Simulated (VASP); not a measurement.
**SrIr2 with rev-vdW-DF2: from relaxation to properties**

Aim: relax SrIr2 with rev-vdW-DF2, compute its properties on that cell and hold them against experiment. The steps: relaxing cell and atoms (rev-vdW-DF2), single point with fields (rev-vdW-DF2), bands along the symmetry lines (rev-vdW-DF2), density of states (rev-vdW-DF2), zone-centre phonons (rev-vdW-DF2), volume scan with rev-vdW-DF2 and fit for rev-vdW-DF2. The start is a cell from a database of measured crystal structures.

Method: rev-vdW-DF2; plane waves and PAW (Sr_sv, Ir), in VASP 6.6.1.

The experiments to compare with:

For SrIr2, cubic Laves phase C15 (MgCu2 type) (bulk crystal), “Strong-coupling superconductivity of SrIr2 and SrRh2: Phonon engineering of metallic Ir and Rh” (2021, arxiv:2108.03692) quotes earlier work: bulk modulus (K0, quoted from earlier experiment) 148.7 GPa [literature value quoted in the paper's theory part].

The database entry behind the starting cell differs from later determinations by our own check (an axis about 1.2 % short against later determinations), so it need not match the best structure at ambient conditions.

### Step 1. The structure

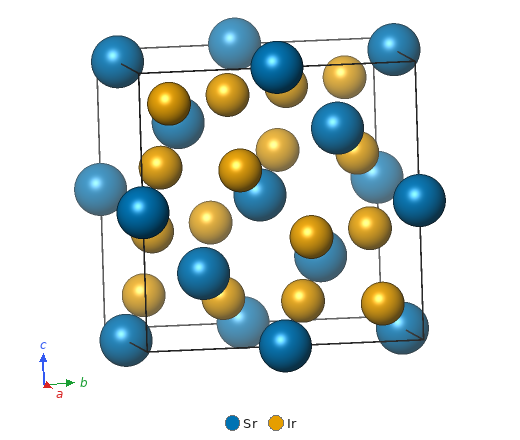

The cell as given, slightly off an axis (strontium blue, iridium orange). This picture shows the conventional cell, with its axes. Some periodic images of atoms are drawn too.

Structure file:

```cif
data_structure
_symmetry_space_group_name_H-M 'P 1'
_symmetry_Int_Tables_number 1
_cell_length_a 5.4447
_cell_length_b 5.4447
_cell_length_c 5.4447
_cell_angle_alpha 60.000
_cell_angle_beta 60.000
_cell_angle_gamma 60.000
_cell_volume 114.13
loop_
_atom_site_label
_atom_site_type_symbol
_atom_site_fract_x
_atom_site_fract_y
_atom_site_fract_z
_atom_site_occupancy
Sr1 Sr 0.00000 0.00000 0.00000 1
Sr2 Sr 0.25000 0.25000 0.25000 1
Ir3 Ir 0.62500 0.62500 0.62500 1
Ir4 Ir 0.12500 0.62500 0.62500 1
Ir5 Ir 0.62500 0.62500 0.12500 1
Ir6 Ir 0.62500 0.12500 0.62500 1
```

### Step 2. Relaxing cell and atoms (rev-vdW-DF2)

Properties are meant for the cell that this level of theory prefers, so cell and atoms are relaxed first (ISIF = 3) until forces and stress are small; EDIFFG sets the threshold. rev-vdW-DF2 revises the exchange of vdW-DF2 for solids. LUSE_VDW switches on a nonlocal correlation term for dispersion.

The input, INCAR:

```
SYSTEM = SrIr2
PREC = Accurate
ENCUT = 400
EDIFF = 1E-06
NELM = 100
ISMEAR = 1
SIGMA = 0.2
LREAL = .FALSE.
ALGO = Normal
GGA = MK
AGGAC = 0
LUSE_VDW = .TRUE.
PARAM1 = 0.1234
PARAM2 = 0.711357
ZAB_VDW = -1.8867
LASPH = .TRUE.
NBANDS = 34
LORBIT = 11
LWAVE = .FALSE.
LCHARG = .FALSE.
KPAR = 4
IBRION = 2
NSW = 60
ISIF = 3
EDIFFG = -0.01
```

The input, POSCAR:

```
SrIr2
1.0
    0.0000000000      3.8500000000      3.8500000000
    3.8500000000      0.0000000000      3.8500000000
    3.8500000000      3.8500000000      0.0000000000
Sr Ir
2 4
Direct
    0.0000000000      0.0000000000      0.0000000000
    0.2500000000      0.2500000000      0.2500000000
    0.6250000000      0.6250000000      0.6250000000
    0.1250000000      0.6250000000      0.6250000000
    0.6250000000      0.6250000000      0.1250000000
    0.6250000000      0.1250000000      0.6250000000
```

The input, KPOINTS:

```
Automatic mesh
0
Gamma
5 5 5
0 0 0
```

Potentials, in the order of the species: Sr_sv and Ir (PBE family, release 64).

The run is started by

```bash
$ mpirun -np 4 vasp_std
```

The log of the run:

```text
[banner, memory and clock lines left out]
running    4 mpi-ranks, on    1 nodes
 distrk:  each k-point on    1 cores,    4 groups
 distr:  one band on    1 cores,    1 groups

 POSCAR found type information on POSCAR SrIr
 POSCAR found :  2 types and       6 ions
|                                                                             |
|               ----> ADVICE to this user running VASP <----                  |
|                                                                             |
|     You have switched on vdW-DFT.                                           |
|     This routine was written and supplied by Jiri Klimes. We recommend      |
|     that you carefully read and cite the following publications:            |
|       J. Klimes, D.R. Bowler, A. Michelides                                 |
|          J. Phys.: Cond Matt. 22 022201 (2010)                              |
|       J. Klimes, D.R. Bowler, A. Michelides                                 |
|          Phys. Rev. B. 83, 195131 (2011)                                    |
|     and references therein.                                                 |
|                                                                             |

|                                                                             |
|               ----> ADVICE to this user running VASP <----                  |
|                                                                             |
|     You enforced a specific xc type in the INCAR file but a different       |
|     [... a line on the potential file left out ...]
|     I HOPE YOU KNOW WHAT YOU ARE DOING!                                     |
|                                                                             |

 LDA part: xc-table for (Slater+PW92), standard interpolation
 POSCAR, INCAR and KPOINTS ok, starting setup
 FFT: planning ... GRIDC
 FFT: planning ... GRID_SOFT
 FFT: planning ... GRID
 WAVECAR not read
 entering main loop
       N       E                     dE             d eps       ncg     rms          rms(c)
DAV:   1     0.496245071894E+03    0.49625E+03   -0.22211E+04   680   0.131E+03
DAV:   2     0.142649970409E+02   -0.48198E+03   -0.46900E+03   690   0.436E+02
DAV:   3    -0.292393740013E+02   -0.43504E+02   -0.41979E+02  1054   0.107E+02
DAV:   4    -0.318405165193E+02   -0.26011E+01   -0.25865E+01  1056   0.261E+01
DAV:   5    -0.319019929428E+02   -0.61476E-01   -0.61434E-01   992   0.287E+00    0.582E+01
DAV:   6    -0.286342528540E+02    0.32677E+01   -0.27465E+01  1040   0.295E+01    0.131E+01
DAV:   7    -0.283258684491E+02    0.30838E+00   -0.24557E+00   992   0.934E+00    0.114E+01
DAV:   8    -0.282499341564E+02    0.75934E-01   -0.24881E-01   892   0.261E+00    0.262E+00
DAV:   9    -0.282444859123E+02    0.54482E-02   -0.43851E-02  1056   0.140E+00    0.896E-01
DAV:  10    -0.282442134792E+02    0.27243E-03   -0.44253E-03   920   0.347E-01    0.856E-02
DAV:  11    -0.282442515056E+02   -0.38026E-04   -0.20158E-04  1002   0.854E-02    0.558E-02
DAV:  12    -0.282442558765E+02   -0.43709E-05   -0.52294E-05   946   0.365E-02    0.119E-02
DAV:  13    -0.282442558120E+02    0.64513E-07   -0.30059E-06   640   0.115E-02
   1 F= -.28244256E+02 E0= -.28241408E+02  d E =-.282443E+02
 curvature:   0.00 expect dE= 0.000E+00 dE for cont linesearch  0.000E+00
 trial: gam= 0.00000 g(F)=  0.311E-49 g(S)=  0.228E-02 ort = 0.000E+00 (trialstep = 0.100E+01)
 search vector abs. value=  0.228E-02
 bond charge predicted
       N       E                     dE             d eps       ncg     rms          rms(c)
DAV:   1    -0.282675697377E+02   -0.23314E-01   -0.62439E-01   740   0.671E+00    0.144E+00
DAV:   2    -0.282457334999E+02    0.21836E-01   -0.11351E-01   952   0.235E+00    0.381E-01
DAV:   3    -0.282438241565E+02    0.19093E-02   -0.60540E-03   986   0.436E-01    0.204E-01
DAV:   4    -0.282432415683E+02    0.58259E-03   -0.34463E-03  1064   0.245E-01    0.346E-01
DAV:   5    -0.282432758967E+02   -0.34328E-04   -0.34086E-04   926   0.640E-02    0.315E-01
DAV:   6    -0.282433707370E+02   -0.94840E-04   -0.19161E-04   978   0.739E-02    0.253E-01
DAV:   7    -0.282434467354E+02   -0.75998E-04   -0.17279E-04  1050   0.722E-02    0.219E-01
DAV:   8    -0.282434008409E+02    0.45894E-04   -0.50135E-05  1234   0.315E-02    0.170E-01
DAV:   9    -0.282433998953E+02    0.94558E-06   -0.18465E-05   958   0.241E-02    0.143E-01
DAV:  10    -0.282433984891E+02    0.14063E-05   -0.13522E-06   466   0.699E-03    0.125E-01
DAV:  11    -0.282433946403E+02    0.38487E-05   -0.34030E-06   688   0.959E-03    0.940E-02
DAV:  12    -0.282433926832E+02    0.19572E-05   -0.22568E-06   604   0.734E-03    0.726E-02
DAV:  13    -0.282433911089E+02    0.15742E-05   -0.49697E-06   840   0.108E-02    0.389E-02
DAV:  14    -0.282433911491E+02   -0.40197E-07   -0.17584E-06   460   0.711E-03
   2 F= -.28243391E+02 E0= -.28240617E+02  d E =0.864663E-03
 trial-energy change:    0.000865  1 .order    0.000835   -0.002276    0.003947
 step:   0.3593(harm=  0.3658)  dis= 0.00000  next Energy=   -28.244663 (dE=-0.408E-03)
 bond charge predicted
       N       E                     dE             d eps       ncg     rms          rms(c)
DAV:   1    -0.282544374852E+02   -0.11046E-01   -0.25724E-01   742   0.431E+00    0.935E-01
DAV:   2    -0.282455499225E+02    0.88876E-02   -0.44790E-02   914   0.148E+00    0.224E-01
DAV:   3    -0.282448053928E+02    0.74453E-03   -0.22739E-03   926   0.268E-01    0.119E-01
DAV:   4    -0.282445834573E+02    0.22194E-03   -0.14532E-03  1054   0.159E-01    0.211E-01
DAV:   5    -0.282445978647E+02   -0.14407E-04   -0.13843E-04   942   0.407E-02    0.190E-01
DAV:   6    -0.282446380595E+02   -0.40195E-04   -0.70620E-05   986   0.435E-02    0.141E-01
DAV:   7    -0.282446755846E+02   -0.37525E-04   -0.56502E-05  1276   0.398E-02    0.961E-02
DAV:   8    -0.282446633073E+02    0.12277E-04   -0.12453E-05  1094   0.177E-02    0.670E-02
DAV:   9    -0.282446598055E+02    0.35018E-05   -0.76291E-06   946   0.147E-02    0.509E-02
DAV:  10    -0.282446592296E+02    0.57588E-06   -0.56420E-07   354   0.422E-03
   3 F= -.28244659E+02 E0= -.28241836E+02  d E =-.403418E-03
 curvature:  -0.18 expect dE=-0.926E-06 dE for cont linesearch -0.926E-06
 trial: gam=-0.04493 g(F)=  0.435E-48 g(S)=  0.506E-05 ort = 0.107E-03 (trialstep = 0.872E+00)
 search vector abs. value=  0.114E-07
 reached required accuracy - stopping structural energy minimisation
```

Run time: 3.3 min. Hardware: 4 MPI ranks of Intel Xeon 6975P-C (Granite Rapids), shared host; peak memory 1.9 GiB; 13 min of CPU time.

Lines that name or quote the potential files are left out of all logs, and their timing lines are given in words.

OUTCAR, selected parts (step 2):

```text
ion  position               nearest neighbor table
   1  0.000  0.000  0.000-   3 3.19   5 3.19   6 3.19   3 3.19   4 3.19   5 3.19   3 3.19   4 3.19
                             6 3.19   4 3.19   5 3.19   6 3.19   2 3.33   2 3.33   2 3.33   2 3.33
   2  0.250  0.250  0.250-   4 3.19   5 3.19   6 3.19   3 3.19   4 3.19   6 3.19   3 3.19   4 3.19
                             5 3.19   3 3.19   5 3.19   6 3.19   1 3.33   1 3.33   1 3.33   1 3.33
   3  0.625  0.625  0.625-   4 2.72   5 2.72   6 2.72   5 2.72   6 2.72   4 2.72   1 3.19   2 3.19
                             1 3.19   2 3.19   1 3.19   2 3.19
   4  0.125  0.625  0.625-   3 2.72   5 2.72   6 2.72   3 2.72   5 2.72   6 2.72   2 3.19   1 3.19
                             1 3.19   2 3.19   2 3.19   1 3.19
   5  0.625  0.625  0.125-   3 2.72   3 2.72   4 2.72   6 2.72   6 2.72   4 2.72   1 3.19   2 3.19
                             1 3.19   2 3.19   1 3.19   2 3.19
   6  0.625  0.125  0.625-   3 2.72   5 2.72   3 2.72   4 2.72   5 2.72   4 2.72   2 3.19   1 3.19
                             2 3.19   2 3.19   1 3.19   1 3.19

  LATTYP: Found a face centered cubic cell.
 ALAT       =     7.7000000000

 Subroutine GETGRP returns: Found 48 space group operations
 (whereof 24 operations were pure point group operations)

The static configuration has the point symmetry T_d .
 The point group associated with its full space group is O_h .

 Found     10 irreducible k-points:

   k-points           NKPTS =     10   k-points in BZ     NKDIM =     10   number of bands    NBANDS=     34

   dimension x,y,z NGX =    36 NGY =   36 NGZ =   36
   dimension x,y,z NGXF=    72 NGYF=   72 NGZF=   72

   ENCUT  =  400.0 eV  29.40 Ry    5.42 a.u.   8.88  8.88  8.88*2*pi/ulx,y,z

   NELECT =      56.0000    total number of electrons

 k-points in reciprocal lattice and weights: Automatic mesh
   0.00000000  0.00000000  0.00000000       0.008
   0.20000000  0.00000000  0.00000000       0.064
   0.40000000  0.00000000  0.00000000       0.064
   0.20000000  0.20000000  0.00000000       0.048
   0.40000000  0.20000000  0.00000000       0.192
  -0.40000000  0.20000000  0.00000000       0.192
  -0.20000000  0.20000000  0.00000000       0.096
   0.40000000  0.40000000  0.00000000       0.048
  -0.40000000  0.40000000  0.00000000       0.096
  -0.40000000  0.40000000  0.20000000       0.192

 average (electrostatic) potential at core
       1 -33.8612       2 -33.8612       3 -51.8037       4 -51.8037       5 -51.8037
       6 -51.8037

 E-fermi :   5.9121

 k-point     1 :       0.0000    0.0000    0.0000
  band No.  band energies     occupation
    ...
     22       5.6539      2.06968
     23       5.6539      2.06968
     24       5.6539      2.06968
     25       5.7333      2.02061
     26       5.7333      2.02061
     27       6.8078     -0.00000
     28       6.8078     -0.00000
     29       7.2629     -0.00000
     30       7.3284     -0.00000
     31       7.3284     -0.00000
    ...

 k-point     2 :       0.2000    0.0000    0.0000
  band No.  band energies     occupation
    ...
     23       5.1744      2.00000
     24       5.6182      2.05797
     25       5.6746      2.07046
     26       5.6746      2.07046
     27       5.7636      1.94752
     28       6.3655     -0.00615
     29       6.3655     -0.00615
     30       7.3422     -0.00000
     31       7.6920     -0.00000
     32       7.6920     -0.00000
    ...

 k-point     3 :       0.4000    0.0000    0.0000
  band No.  band energies     occupation
    ...
     25       5.5397      2.02432
     26       5.5397      2.02432
     27       5.5617      2.03270
     28       5.9450      0.72567
     29       5.9450      0.72566
     30       7.7300     -0.00000
     31       8.1506     -0.00000
     32       8.4472     -0.00000
     33       8.4472     -0.00000
     34       9.4283     -0.00000

Total vdW correction in eV:      7.7895633

  Total        0.0144869      0.0144869      0.0144869      0.0000000      0.0000000      0.0000000
  in kB        0.2028234      0.2028234      0.2028234      0.0000000      0.0000000      0.0000000
  external PRESSURE =       0.2028234 kB  Pullay stress =       0.0000000 kB

  energy-cutoff  :      400.00
  volume of cell :      114.44
      direct lattice vectors                 reciprocal lattice vectors
    -0.000000000  3.853416601  3.853416601    -0.129754982  0.129754982  0.129754982
     3.853416601  0.000000000  3.853416601     0.129754982 -0.129754982  0.129754982
     3.853416601  3.853416601 -0.000000000     0.129754982  0.129754982 -0.129754982

 POSITION                                       TOTAL-FORCE (eV/Angst)
 -----------------------------------------------------------------------------------
      0.00000      0.00000      0.00000         0.000000      0.000000      0.000000
      1.92671      1.92671      1.92671        -0.000000     -0.000000     -0.000000
      4.81677      4.81677      4.81677        -0.000000     -0.000000     -0.000000
      4.81677      2.89006      2.89006        -0.000000     -0.000000     -0.000000
      2.89006      2.89006      4.81677        -0.000000     -0.000000     -0.000000
      2.89006      4.81677      2.89006        -0.000000     -0.000000     -0.000000
 -----------------------------------------------------------------------------------
    total drift:                                0.000000      0.000000      0.000000

  FREE ENERGIE OF THE ION-ELECTRON SYSTEM (eV)
  ---------------------------------------------------
  free  energy   TOTEN  =       -28.2446592296 eV

  energy  without entropy=      -28.2361907776  energy(sigma->0) =      -28.24183641

Total vdW correction in eV:      7.7891790

 reached required accuracy - stopping structural energy minimisation

 total charge
# of ion       s       p       d       tot
------------------------------------------
    1        2.036   5.762   0.333   8.131
    2        2.036   5.762   0.333   8.131
    3        0.727   0.478   7.023   8.228
    4        0.727   0.478   7.023   8.228
    5        0.727   0.478   7.023   8.228
    6        0.727   0.478   7.023   8.228
--------------------------------------------------
tot          6.982  13.436  28.757  49.175

[... 3 further parts left out ...]
```

CONTCAR:

```
SrIr2
   1.00000000000000
    -0.0000000000000000    3.8534166012993794    3.8534166012993794
     3.8534166012993794    0.0000000000000000    3.8534166012993794
     3.8534166012993794    3.8534166012993794   -0.0000000000000000
  Sr              Ir
     2     4
Direct
     0.0000000000000000    0.0000000000000000    0.0000000000000000
     0.2500000000000000    0.2500000000000000    0.2500000000000000
     0.6250000000000000    0.6250000000000000    0.6250000000000000
     0.1250000000000000    0.6250000000000000    0.6250000000000000
     0.6250000000000000    0.6250000000000000    0.1250000000000000
     0.6250000000000000    0.1250000000000000    0.6250000000000000
```

The k-mesh is coarse for a metal. The PAW data sets were made with PBE, which is usual practice but a small mismatch for other functionals. The run keeps the 48 symmetry operations of its start, so it cannot find a distortion of lower symmetry.

Little changed from the start: no atom moved by 0.005 Å and no cell edge by 0.1 %.

Numbers from this step:

- electrons: 56
- bands: 34
- irreducible k-points: 10
- symmetry operations: 48
- free energy (TOTEN): -28.24 eV
- energy at zero smearing: -28.24 eV
- Fermi energy: 5.912 eV
- pressure: 0.02028 GPa
- metallic: yes
- SCF cycles over all ionic steps: 37

It ends with forces that vanish by symmetry and a pressure of 0.02 GPa. The volume lies +0.3 % from that of the database's start.

[end of part 1 of 6]

[Lines on the potential files, build, host, timing and source positions are cut from VASP's logs without a mark.]

[Logs are printed without paths, hosts, clocks, repeated set-up lines and the standing remarks that a program may print on its own settings, such as how far it seeks lower states.]

[Hosts, paths, dates, database ids (printed as entryN), source tags and the programs' standing remarks are cut or masked in the printed files.]

[A measured line is paired with the nearest computed mode of its activity, which favours agreement.]

[In band tables of VASP the shares of atoms and orbitals are scaled to a sum of 1 inside the atoms' spheres.]
